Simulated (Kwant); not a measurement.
Device: quantum point contact (saddle potential) in a CdTe two-dimensional gas. Effective mass 0.096 mₑ, grid spacing 4 nm, hard walls, nominal width 80 nm (19 grid rows, so walls 80 nm apart), one parabolic valley, scattering region 240 nm long along x; energies count from the band bottom; Fermi energy swept from 0.00030601 to 0.02067 eV. Potential (V0 + ½k y²) cos²(πx/L) for |x| < L/2, with V0 = 0.008 eV, k = 7.3e-05 eV/nm², L = 110 nm. Perpendicular field 0.65 T, also in the leads; orbital effect alone.

Constants are typed, rounded textbook-type inputs, not results; the design itself was drawn at random and stands for no fabricated device.

Kwant, effective-mass tight-binding model on a square grid, one spin, coherent transport at 0 K. Conductance is in e²/h.

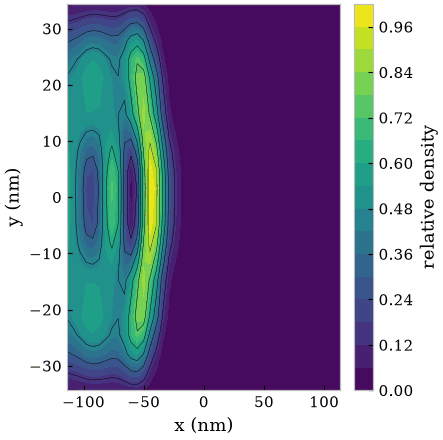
Figure: Density of the scattering states that come in from the left lead, at energy = 0.0053232 eV, in bins, relative to the largest site value

The conductance there is 4.3e-6 e²/h with 2 open channel(s) in the leads.
